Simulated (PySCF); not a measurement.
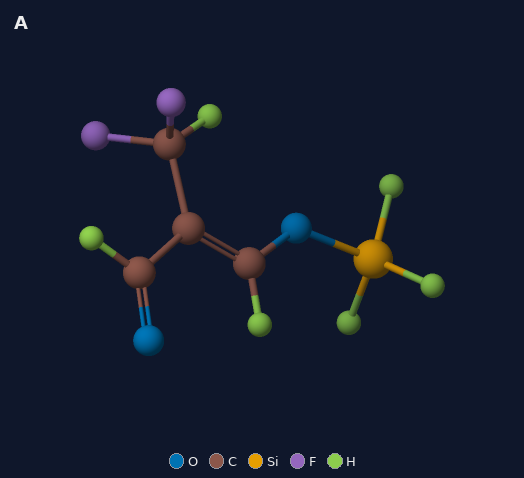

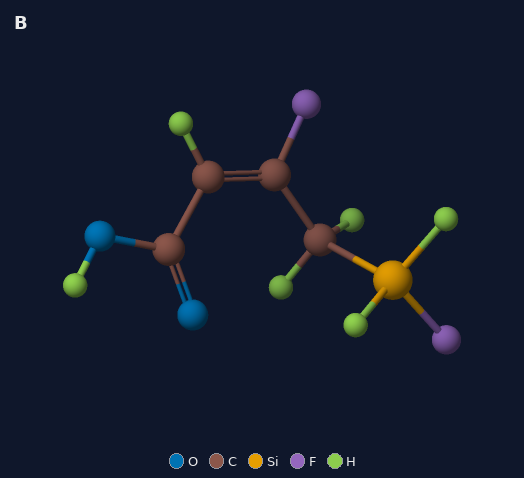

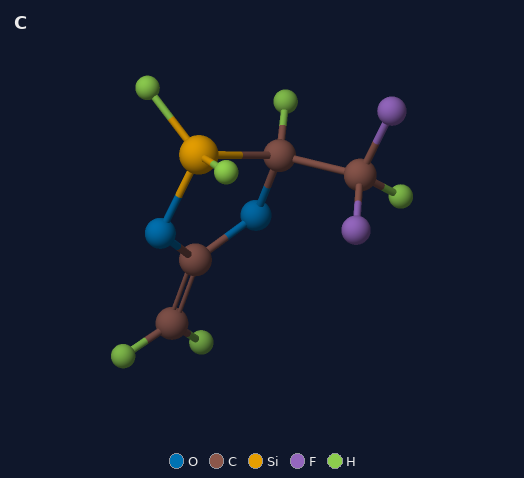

3 stationary structures of one formula. Geometries: GFN2-xTB. Electronic energies: PBE0/pcSseg-1 (PySCF 2.14.0), without zero-point energy. No frequency run is at hand to confirm each as a minimum. Each is one conformer, not always the lowest.

Are they conformers, stereoisomers or constitutional isomers?

They are constitutional isomers of C4H6F2O2Si: A `O=C/C(=C/O[SiH3])C(F)F`, B `O=C(O)/C=C(/F)C[SiH2]F`, C `C=C1O[SiH2][C@@H](C(F)F)O1`.

Which structure is the most stable?

B is lowest; C lies 43.0 kcal/mol above it, A lies 48.2 kcal/mol above it.

The geometry is semi-empirical. Around Si such bond lengths and angles can be off by a tenth of an ångström or more and by several degrees, and values that hang on the shape move with them.
